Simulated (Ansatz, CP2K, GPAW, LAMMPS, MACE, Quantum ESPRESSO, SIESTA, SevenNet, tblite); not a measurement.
## Running liquid 68TiO2-32SiO2 (mol %) at 3000 K (93 atoms) with Quantum ESPRESSO

How do the settings of Quantum ESPRESSO change the result for liquid 68TiO2-32SiO2 (mol %) at 3000 K (93 atoms)? A plane-wave run serves as the yardstick.

Method: the method is named at each step, in Quantum ESPRESSO 7.5.

## (1) The starting structure

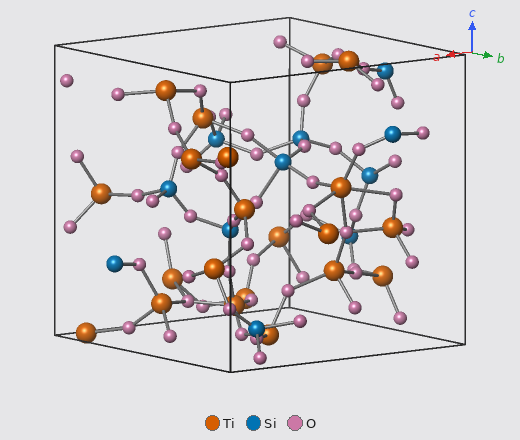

Start, viewed from a free direction; titanium orange, silicon blue, oxygen pink. Bonds to atoms that aren't drawn are left out. Some periodic images of atoms are drawn too.

The cell holds 93 atoms: 21 Ti, 10 Si and 62 O. Cell: a = 11.642 Å, b = 11.642 Å, c = 11.642 Å, α = 90.0°, β = 90.0°, γ = 90.0°. 93 atoms (21 Ti, 10 Si, 62 O) placed at random at 3.07 g/cm³, melted at 4000 K for 10 ps at fixed volume with the Morse and Coulomb pair potential with partial charges (Pedone, Malavasi, Menziani, Cormack and Segre, J. Phys. Chem. B 110, 11780 (2006)). Snapshot at the end of a hold of 10 ps at 3000 K and zero pressure.

The yardstick, on the same geometry:

```
method                                           : Kohn-Sham DFT, PBE, PAW, plane waves (Ansatz 0.2.0); cutoff 420 eV, Γ point, fermi-dirac smearing of 0.05 eV; PAW set soft_2
r.m.s. force component                           : 2.877 eV/Å
longest force                                    : 11.96 eV/Å
pressure                                         : 5.426 GPa
gap (highest filled to lowest empty level) : 0.7041 eV
SCF cycles                                       : 16
time                                             : 19 s on 8 threads of Arm Neoverse V2, shared host
CPU time                                         : 2.4 min
```

## (2) PBE, sssp-1.3.0-efficiency, 60/480 Ry

Method: Kohn-Sham DFT, PBE, SSSP efficiency 1.3.0 pseudopotentials, plane waves.

The input, pw.in:

```
&control
  calculation = 'scf'
  pseudo_dir = './pseudo'
  outdir = './tmp'
  disk_io = 'none'
  tprnfor = .true.
  tstress = .true.
/
&system
  ibrav = 0
  nat = 93
  ntyp = 3
  ecutwfc = 60
  ecutrho = 480
  nosym = .true.
  occupations = 'smearing'
  smearing = 'fd'
  degauss = 0.003675
/
&electrons
  conv_thr = 4.6e-07
  electron_maxstep = 100
  mixing_beta = 0.4
  mixing_mode = 'plain'
  diagonalization = 'david'
/
ATOMIC_SPECIES
Ti 47.867 Ti.upf
Si 28.085 Si.upf
O 15.999 O.upf
CELL_PARAMETERS angstrom
11.64156 0.00000 0.00000
0.00000 11.64156 0.00000
0.00000 0.00000 11.64156
ATOMIC_POSITIONS crystal
Ti 0.58017 0.99586 0.43747
Ti 0.38552 0.80781 0.55399
Ti 0.56175 0.08557 0.16310
Ti 0.10440 0.07864 0.26330
Ti 0.91354 0.66356 0.68446
Ti 0.52432 0.38658 0.10701
Ti 0.79098 0.32934 0.13115
Ti 0.92920 0.08586 0.01199
Ti 0.60846 0.32094 0.75264
Ti 0.34285 0.71173 0.25076
Ti 0.11721 0.34370 0.89528
Ti 0.83710 0.41510 0.88157
Ti 0.17841 0.82442 0.39832
Ti 0.98315 0.96415 0.73587
Ti 0.58148 0.65752 0.04520
Ti 0.04082 0.58427 0.18684
Ti 0.89273 0.76466 0.31658
Ti 0.70759 0.68959 0.49409
Ti 0.84644 0.06059 0.48100
Ti 0.33493 0.78448 0.98223
Ti 0.32835 0.18847 0.08622
Si 0.78235 0.85785 0.11083
Si 0.01748 0.47965 0.51770
Si 0.99657 0.33792 0.28908
Si 0.42043 0.52529 0.60903
Si 0.59302 0.45514 0.38250
Si 0.77492 0.34825 0.52809
Si 0.27804 0.95840 0.74692
Si 0.21866 0.35627 0.64857
Si 0.08962 0.66355 0.90943
Si 0.42532 0.15174 0.64071
O 0.96817 0.31831 0.86862
O 0.05367 0.74371 0.36860
O 0.09555 0.38907 0.60780
O 0.18537 0.32778 0.77311
O 0.50118 0.21363 0.73299
O 0.15996 0.49141 0.94966
O 0.32655 0.07364 0.70630
O 0.03405 0.41160 0.18633
O 0.20842 0.22499 0.96473
O 0.17796 0.93496 0.29329
O 0.92977 0.03559 0.61479
O 0.33024 0.81326 0.13501
O 0.49108 0.07200 0.54312
O 0.89197 0.61936 0.27112
O 0.66973 0.38634 0.86075
O 0.71578 0.99437 0.49455
O 0.45313 0.11206 0.06147
O 0.88613 0.84321 0.18651
O 0.55134 0.02653 0.31053
O 0.84158 0.44511 0.03833
O 0.40317 0.32170 0.10550
O 0.21248 0.70421 0.93421
O 0.20206 0.64799 0.22129
O 0.72073 0.32887 0.64569
O 0.78498 0.66172 0.61569
[... 33 atom lines left out ...]
O 0.54498 0.84032 0.49416
O 0.86685 0.50574 0.76551
O 0.62789 0.26167 0.11504
O 0.57358 0.42146 0.23376
K_POINTS gamma
```

On the command line:

```console
OMP_NUM_THREADS=1 mpirun -np 4 pw.x -in pw.in > output.txt
```

Log:

```text
Program PWSCF
     gamma-point specific algorithms are used
     one sub-group per band group will be used
     scalapack distributed-memory algorithm (size of sub-group:  2*  2 procs)
     Parallelization info
     sticks:   dense  smooth     PW     G-vecs:    dense   smooth      PW
     Min        4625    2315    577               472593   167204   20898
     Max        4628    2318    580               472596   167210   20904
     Sum       18505    9265   2313              1890377   668829   83599
     bravais-lattice index     =            0
     lattice parameter (alat)  =      21.9994  a.u.
     unit-cell volume          =   10647.0708 (a.u.)^3
     number of atoms/cell      =           93
     number of atomic types    =            3
     number of electrons       =       664.00
     number of Kohn-Sham states=          398
     kinetic-energy cutoff     =      60.0000  Ry
     charge density cutoff     =     480.0000  Ry
     scf convergence threshold =      4.6E-07
     mixing beta               =       0.4000
     number of iterations used =            8  plain     mixing
     Exchange-correlation= SLA  PW   PBX  PBC
                           (   1   4   3   4   0   0   0)
     crystal axes: (cart. coord. in units of alat)
               a(1) = (   1.000000   0.000000   0.000000 )
               a(2) = (   0.000000   1.000000   0.000000 )
               a(3) = (   0.000000   0.000000   1.000000 )
     reciprocal axes: (cart. coord. in units 2 pi/alat)
               b(1) = (  1.000000  0.000000  0.000000 )
               b(2) = (  0.000000  1.000000  0.000000 )
               b(3) = (  0.000000  0.000000  1.000000 )
     PseudoPot. # 1 for Ti:
     Pseudo is Ultrasoft + core correction, Zval = 12.0
     PseudoPot. # 2 for Si:
     Pseudo is Ultrasoft + core correction, Zval =  4.0
     PseudoPot. # 3 for O :
     Pseudo is Projector augmented-wave + core cor, Zval =  6.0
     atomic species   valence    mass     pseudopotential
     Ti               12.00    47.86700     Ti( 1.00)
     Si                4.00    28.08500     Si( 1.00)
     O                 6.00    15.99900     O ( 1.00)
     No symmetry found
   Cartesian axes
     number of k points=     1  Fermi-Dirac smearing, width (Ry)=  0.0037
                       cart. coord. in units 2pi/alat
        k(    1) = (   0.0000000   0.0000000   0.0000000), wk =   2.0000000
     Dense  grid:   945189 G-vectors     FFT dimensions: ( 160, 160, 160)
     Smooth grid:   334415 G-vectors     FFT dimensions: ( 120, 120, 120)
     Check: negative core charge=   -0.000004
     Initial potential from superposition of free atoms
     starting charge     642.9934, renormalised to     664.0000
     negative rho (up, down):  2.891E-02 0.000E+00
     Starting wfcs are  498 randomized atomic wfcs
     Self-consistent Calculation
     iteration #  1     ecut=    60.00 Ry     beta= 0.40
     negative rho (up, down):  2.599E-02 0.000E+00
     total energy              =   -5149.55176446 Ry
     estimated scf accuracy    <     109.11178038 Ry
     iteration #  2     ecut=    60.00 Ry     beta= 0.40
     negative rho (up, down):  2.170E-02 0.000E+00
     total energy              =   -5063.98758631 Ry
     estimated scf accuracy    <    1894.30832903 Ry
     iteration #  3     ecut=    60.00 Ry     beta= 0.40
     negative rho (up, down):  1.916E-02 0.000E+00
     total energy              =   -5190.99311522 Ry
     estimated scf accuracy    <     323.74190100 Ry
     iteration #  4     ecut=    60.00 Ry     beta= 0.40
     negative rho (up, down):  2.113E-02 0.000E+00
     total energy              =   -5211.61777604 Ry
     estimated scf accuracy    <      22.19650102 Ry
     iteration #  5     ecut=    60.00 Ry     beta= 0.40
     negative rho (up, down):  2.417E-02 0.000E+00
     total energy              =   -5209.16592876 Ry
     estimated scf accuracy    <      10.64207764 Ry
     iteration #  6     ecut=    60.00 Ry     beta= 0.40
[...]
total energy              =   -5209.37206330 Ry
     estimated scf accuracy    <       2.57544735 Ry
[...]
c_bands:  3 eigenvalues not converged
[...]
c_bands:  1 eigenvalues not converged
[...]
c_bands:  1 eigenvalues not converged
[...]
total energy              =   -5209.71540073 Ry
[...]
iteration # 22     ecut=    60.00 Ry     beta= 0.40
[...]
total energy              =   -5209.71540095 Ry
     estimated scf accuracy    <       0.00000108 Ry
     iteration # 23     ecut=    60.00 Ry     beta= 0.40
[...]
total energy              =   -5209.71540116 Ry
     estimated scf accuracy    <       0.00000050 Ry
     iteration # 24     ecut=    60.00 Ry     beta= 0.40
     negative rho (up, down):  2.508E-02 0.000E+00
     End of self-consistent calculation
          k = 0.0000 0.0000 0.0000 ( 41800 PWs)   bands (ev):
   -55.4207 -55.2353 -55.0643 -54.5958 -54.5575 -54.5166 -53.9944 -53.9475
   -53.8860 -53.8728 -53.8717 -53.8041 -53.7349 -53.6768 -53.4386 -53.3449
   -53.3040 -52.9334 -52.6672 -52.6167 -52.3874 -31.8421 -31.7009 -31.6126
   -31.5881 -31.5684 -31.5147 -31.3660 -31.3028 -31.2812 -31.1984 -31.0300
   -30.9806 -30.9668 -30.9156 -30.8613 -30.8576 -30.7711 -30.7613 -30.7456
   -30.5732 -30.4568 -30.4475 -30.4430 -30.4215 -30.4203 -30.4000 -30.3716
[...]
6.1319   6.1832   6.2051   6.2350   6.2879   6.2950   6.3483   6.3761
     6.4050   6.4250   6.5198   6.5403   6.5873   6.6416   6.6934   6.7470
     6.7762   6.8108   6.8423   6.8598   6.9504   6.9844   6.9880   7.0258
     7.0729   7.1152   7.1702   7.2221   7.2591   7.2764
     the Fermi energy is     3.5802 ev
!    total energy              =   -5209.71540116 Ry
     estimated scf accuracy    <       0.00000010 Ry
     smearing contrib. (-TS)   =      -0.00010837 Ry
     internal energy E=F+TS    =   -5209.71529279 Ry
     The total energy is F=E-TS. E is the sum of the following terms:
     one-electron contribution =   -3921.76699686 Ry
     hartree contribution      =    2179.22471937 Ry
     xc contribution           =    -904.56437047 Ry
     ewald contribution        =   -1972.73346104 Ry
     one-center paw contrib.   =    -589.87518380 Ry
     convergence has been achieved in  24 iterations
     negative rho (up, down):  2.508E-02 0.000E+00
     Forces acting on atoms (cartesian axes, Ry/au):
     atom    1 type  1   force =    -0.03396544   -0.16342075    0.43370923
     atom    2 type  1   force =     0.02991632    0.01336432   -0.08580875
     atom    3 type  1   force =     0.15494208   -0.07316896   -0.07851431
     atom    4 type  1   force =    -0.00279569    0.00785458    0.03026038
     atom    5 type  1   force =     0.09954770    0.04840864    0.16471978
     atom    6 type  1   force =     0.16805397   -0.00173859   -0.14273670
[...]
atom   91 type  3   force =    -0.00492207    0.05836749    0.03111273
     atom   92 type  3   force =     0.05491284   -0.08748561    0.01283017
     atom   93 type  3   force =     0.09599905    0.13493178    0.42250401
     Total force =     1.876325     Total SCF correction =     0.000740
     Computing stress (Cartesian axis) and pressure
     negative rho (up, down):  2.508E-02 0.000E+00
          total   stress  (Ry/bohr**3)                   (kbar)     P=       52.19
   0.00037979   0.00018676   0.00008439           55.87       27.47       12.41
   0.00018676   0.00006037   0.00000997           27.47        8.88        1.47
   0.00008439   0.00000997   0.00062412           12.41        1.47       91.81
     Message from routine punch:
     Nothing written, as per user request (disk_io='none')
```

The job ended after 11 min (4 MPI ranks of Arm Neoverse V2, shared host; peak memory 5.1 GiB; 44 min of CPU time).

Banners, paths, timers and routine set-up lines are dropped from the logs unmarked, and long logs keep their key lines alone; longer cuts are marked.

Against the reference:

* r.m.s. force component: 2.888 eV/Å
* r.m.s. difference of force components: 50.09 meV/Å
* longest difference of force vectors: 249 meV/Å
* force difference over r.m.s. force: 1.741 %
* slope of forces against the reference's: 1.004
* correlation of force components: 0.9999
* gap (highest filled to lowest empty level): 0.6998 eV
* gap difference: -0.0043 eV
* pressure: 5.219 GPa
* pressure difference: -0.207 GPa

Length of the force difference by element (eV/Å):

```
element  atoms   mean   most
      O     62  0.065   0.25
     Si     10   0.12   0.18
     Ti     21  0.025  0.077
```

Levels nearest the highest filled one (eV from it): -1.14, -1.12, -1.04, -0.98, -0.93, -0.90, -0.88, -0.84, -0.76, -0.44, -0.30, 0.00, 0.70, 0.94, 1.10, 1.17, 1.24, 1.38, 1.45, 1.53, 1.59, 1.72, 1.76, 1.78.

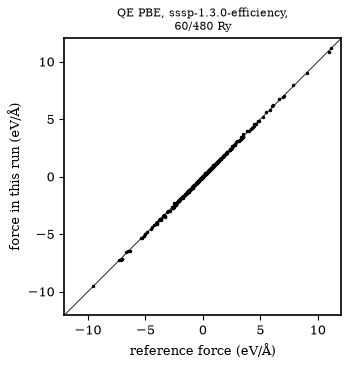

Force components against those of the reference; the line marks equality.

Local excerpt of 9 atoms (numbers count through the whole input) about Si24, one of the 10 Si atoms; x, y, z are measured from there.

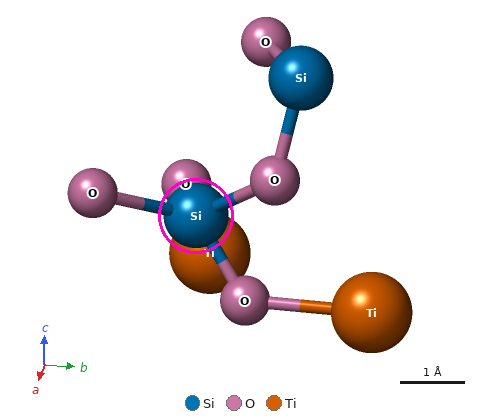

The atoms of the table, within 3.1 Å (arrows a, b, c point along x, y, z); some may hide others; the central atom is ringed.

```
atom      x      y      z  distance (Å)  bonds     Fx     Fy  Fz (eV/Å)
Si24   0.00   0.00   0.00          0.00      4   4.60  -0.94       5.59
 O39   0.44   0.86  -1.20          1.54      2   1.54   3.11      -4.14
 O82  -1.49  -0.37  -0.21          1.55      2  -2.63  -0.71      -0.41
 O86   0.70   1.33   1.07          1.85      2  -0.48   0.00       0.96
 O88   1.01  -1.50   0.75          1.96      2  -1.65   1.52      -2.54
 O74  -1.20   0.89   2.52          2.93      2   0.58   1.89       1.31
 Ti7  -2.39  -0.10  -1.84          3.02      4  -0.07  -0.89      -1.19
Si23   0.24   1.65   2.66          3.14      4   0.32  -1.96       0.47
Ti16   0.52   2.87  -1.19          3.15      4   0.88  -0.21       0.15
```

Forces lie 1.7 % from the reference's, at 18 times its CPU time (on 4 against 8 cores).

## (3) PBE, sssp-1.3.0-efficiency, 25/200 Ry

Method: Kohn-Sham DFT, PBE, SSSP efficiency 1.3.0 pseudopotentials, plane waves.

Edit pw.in of step 2 so:

```diff
@@ -12,4 +12,4 @@
   ntyp = 3
-  ecutwfc = 60
-  ecutrho = 480
+  ecutwfc = 25
+  ecutrho = 200
   nosym = .true.
```

On the command line:

```console
OMP_NUM_THREADS=1 mpirun -np 2 pw.x -in pw.in > output.txt
```

Log:

```text
[banner, memory and clock lines left out]
Program PWSCF
     gamma-point specific algorithms are used
     bravais-lattice index     =            0
     lattice parameter (alat)  =      21.9994  a.u.
     unit-cell volume          =   10647.0708 (a.u.)^3
[... lines left out ...]
     total energy              =   -5126.74793736 Ry
[... lines left out ...]
     total energy              =   -5030.72907065 Ry
[... lines left out ...]
     total energy              =   -5183.11313678 Ry
[... lines left out ...]
     c_bands:  1 eigenvalues not converged
[... lines left out ...]
     total energy              =   -5196.43534526 Ry
[... lines left out ...]
     total energy              =   -5196.43534569 Ry
[... lines left out ...]
     the Fermi energy is     3.6254 ev
!    total energy              =   -5196.43534582 Ry
[... lines left out ...]
     The total energy is F=E-TS. E is the sum of the following terms:
     one-electron contribution =   -3896.11501359 Ry
     hartree contribution      =    2164.93426532 Ry
     xc contribution           =    -901.66148441 Ry
     ewald contribution        =   -1972.73346455 Ry
     one-center paw contrib.   =    -590.85954845 Ry
     convergence has been achieved in  22 iterations
     negative rho (up, down):  1.822E-02 0.000E+00
     Forces acting on atoms (cartesian axes, Ry/au):
     atom    1 type  1   force =    -0.02302428   -0.15498194    0.43541290
     atom    2 type  1   force =     0.01635256    0.01400123   -0.07404497
     atom    3 type  1   force =     0.14395304   -0.06114215   -0.08570814
[...]
atom   92 type  3   force =     0.05063209   -0.09341648    0.01540264
     atom   93 type  3   force =     0.09537839    0.13155290    0.40674888
     Total force =     1.835819     Total SCF correction =     0.001398
     Computing stress (Cartesian axis) and pressure
     negative rho (up, down):  1.822E-02 0.000E+00
          total   stress  (Ry/bohr**3)                   (kbar)     P=     -652.70
  -0.00439161   0.00018570   0.00009472         -646.03       27.32       13.93
   0.00018570  -0.00474583   0.00000745           27.32     -698.14        1.10
   0.00009472   0.00000745  -0.00417336           13.93        1.10     -613.92
     Message from routine punch:
     Nothing written, as per user request (disk_io='none')
```

Wall time 5.5 min (2 MPI ranks); peak memory 1.3 GiB.

Against the reference:

| Item | Value |
| --- | --- |
| r.m.s. force component | 2.826 eV/Å |
| r.m.s. difference of force components | 177 meV/Å |
| longest difference of force vectors | 614.9 meV/Å |
| force difference over r.m.s. force | 6.152 % |
| slope of forces against the reference's | 0.9803 |
| correlation of force components | 0.9982 |
| gap (highest filled to lowest empty level) | 0.7088 eV |
| gap difference | 0.0047 eV |
| pressure | -65.27 GPa |
| pressure difference | -70.7 GPa |
| energy less the same-level run's | 1943 meV/atom |
| r.m.s. force difference from the same-level run | 160.1 meV/Å |

This is a coarse setting, run to see what it loses.

Against the first run (1.7 %), the force difference from the reference is 6.2 %, at 0.25 times the CPU time (on 2 against 4 cores): the cutoff matters here.

## (4) All runs compared

Differences are against the plane-wave reference, forces as r.m.s. over components; share is that over the reference's r.m.s. force, slope the least-squares factor from reference forces to these. Total energies of different programs have different zeros and aren't compared.

```
                                              run  Δ force, r.m.s. (meV/Å)  share (%)  slope  Δ pressure (GPa)  Δ gap (eV)  cores  CPU time  memory (GiB)
                                        reference                        -          -      -                 -           -      8   2.4 min           2.2
         QE PBE, sssp-1.3.0-efficiency, 60/480 Ry                     50.1       1.74  1.004            -0.207     -0.0043      4    44 min           5.1
QE PBE, sssp-1.3.0-efficiency, 25/200 Ry (coarse)                      177       6.15  0.980             -70.7      0.0047      2    11 min           1.3
```

Rows marked coarse were listed beforehand as settings not expected to be converged; some can still land near the reference.

CPU time is summed over cores on a shared host, where runs went side by side, so it is rough. Symmetry, cutoffs, thresholds, outputs and thread counts weren't matched or tuned between programs; memory under MPI is the largest rank's times the ranks.

Within one program, basis, potentials and functional, energies share a zero. Each run against its twin at the usual cutoff or grid and solver:

```
                                     run                              twin  Δ energy (meV/atom)  Δ force, r.m.s. (meV/Å)         CPU time over the twin's
QE PBE, sssp-1.3.0-efficiency, 25/200 Ry  sssp-1.3.0-efficiency, 60/480 Ry                 1943                      160  0.25 (this twin ran on 4 cores)
```

## (5) Outcome

```
nearest in forces : QE PBE, sssp-1.3.0-efficiency, 60/480 Ry, 1.7 %
its CPU time      : 44 min
```

**Reading.** PBE on plane waves or a grid with other potentials, cutoffs or grids, coarse settings apart, differs from the reference by 1.7 % (QE PBE, sssp-1.3.0-efficiency, 60/480 Ry) of the r.m.s. force; this holds the reference's own error, so differences of a few per cent don't tell which side is nearer the exact PBE result (QE's 60 Ry are 816 eV, against the reference's 420 eV). Runs with settings chosen to be coarse differ by 6.2 % (QE PBE, sssp-1.3.0-efficiency, 25/200 Ry), their programs' other errors included. None of the electronic-structure runs in the table takes under half the reference's CPU time of 2.4 min; they take 4.6 to 18 times as much. PBE gaps agree with the reference's 0.704 eV within 0.005 eV. In pressure, QE PBE, sssp-1.3.0-efficiency, 25/200 Ry misses by -70.7 GPa, at the same functional; a cutoff this low leaves a large Pulay stress. The frame stands for 3000 K, but pressures are static and levels are smeared at 580 K. The network of bonds at the start is that of the classical potential that made the cell, and needn't be the one that DFT or experiment would give. The reference's stress is far from hydrostatic: its diagonal is 5.8, 1.1, 9.4 GPa, compression counted positive. The runs have no spin polarisation, so moments on Ti can't form, and no Hubbard term. The electronic-structure runs sample only Γ, in a cell whose shortest periodic width is 12 Å.

[Also dropped from logs without a mark: logging warnings of Python, and SIESTA's first energy breakdown and zero terms.]

[Logs are printed without paths, hosts, clocks, repeated set-up lines and the standing remarks that a program may print on its own settings, such as how far it seeks lower states.]

[Hosts, paths, dates, database ids (printed as entryN), source tags and the programs' standing remarks are cut or masked in the printed files.]
